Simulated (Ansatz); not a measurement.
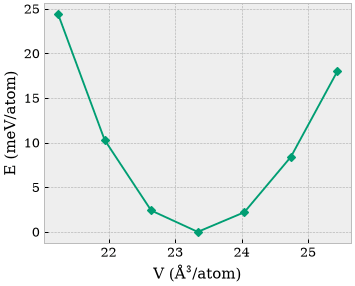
Figure. Mg in space group Fd-3m (No. 227; Mg on 8a, Mg on 16d) under volume change, PBEsol in the plane-wave PAW code Ansatz, scaled uniformly.

Problem. What does a third-order Birch–Murnaghan fit give for V₀, B₀ and B′?

Solution. V₀ = 23.34 Å³/atom, B₀ = 35.3 GPa, B′ = 4.0.

The start of the workflow was typed in or built on a structure type; neither database checked (COD, Materials Project) lists it. It is not the phase usual at ambient conditions (space group No. 194). The cell was relaxed with PBEsol under the symmetry of its start; its stability against distortions is not shown here.

Potentials: the later of the program's two PAW sets.
